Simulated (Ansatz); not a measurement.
Crystal: Co, a calculation's input that goes back to an entry of the Crystallography Open Database (an earlier step may have relaxed or displaced it).

Space group P6_3/mmc (No. 194). a = 2.519 Å, b = 2.519 Å, c = 4.091 Å, α = 90.00°, β = 90.00°, γ = 120.00°
```
atom  site  symmetry       x       y       z
  Co    2c      -6m2  0.3333  0.6667  0.2500
```

**What does its first Brillouin zone look like, and which path through it is standard?**

It has a primitive hexagonal lattice (hP; extended symbol hP2). The zone is a hexagonal prism in its combinatorial type: 8 faces (6 with 4 edges, 2 with 6 edges), 18 edges, 12 vertices. Path: Γ–M–K–Γ–A–L–H–A | L–M | H–K.

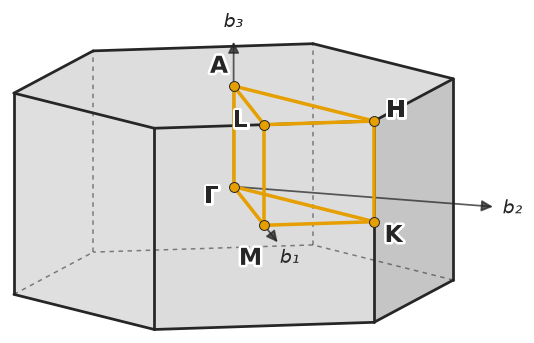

Labels and path follow the convention of Hinuma et al. (2017), as computed by seekpath; the arrows show the directions of the reciprocal primitive vectors b₁, b₂, b₃, in which coordinates are given; lengths include the factor 2π.

```
point   k₁   k₂   k₃  length of k (1/Å)
    Γ    0    0    0              0.000
    A    0    0  1/2              0.768
    K  1/3  1/3    0              1.663
    H  1/3  1/3  1/2              1.832
    M  1/2    0    0              1.440
    L  1/2    0  1/2              1.632
```
